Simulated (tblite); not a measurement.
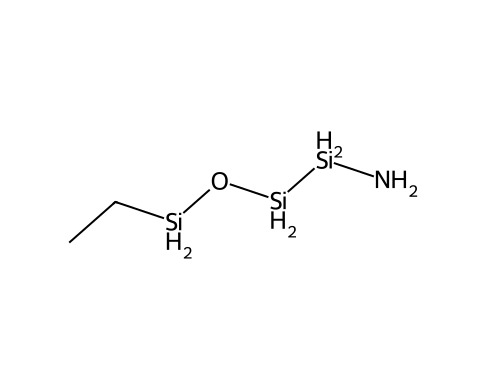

Simulated data, not a measurement (program: tblite).

2D structure.

Transcribe the drawing into SMILES.

Answer. CC[SiH2]O[SiH2][SiH2]N

What is the molecular formula?

Answer. C2H13NOSi3.

An optimisation with GFN2-xTB gave a structure of which point group?

Answer. C1. Other conformers may differ.
